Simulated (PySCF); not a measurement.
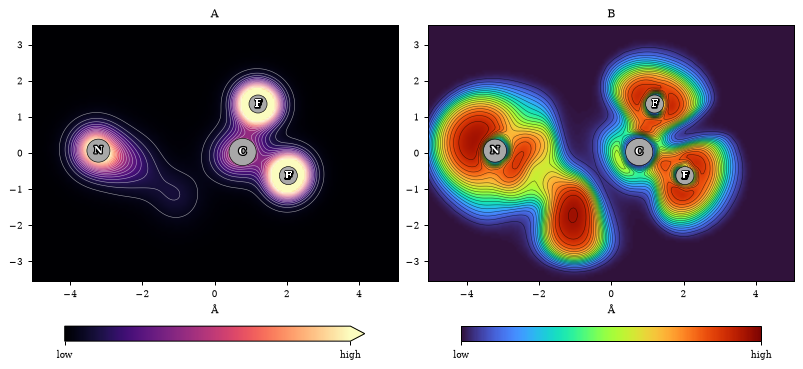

C₄H₄F₂NO (SMILES CC(F)(F)O[CH-]C#N) (charge −1): 2 fields on the plane of atoms F3, C2 and F4, with unlabelled colour scales. Grey discs cover the atomic cores.

Geometry: GFN2-xTB.

Theory: PySCF 2.14.0, PBE0/pcSseg-1, SCF density, gas phase, non-relativistic.

Question: The panels show electron density and electron localisation function in some order. Assign them.

Answer: Panel A: electron density. Panel B: electron localisation function. From the grid: C–F (1.40 Å): ρ is about 2 e/Å³ halfway, with its minimum of 1.7 e/Å³ about 0.5 Å from C; the ELF peaks at about 0.85 between the atoms: a polar covalent bond.
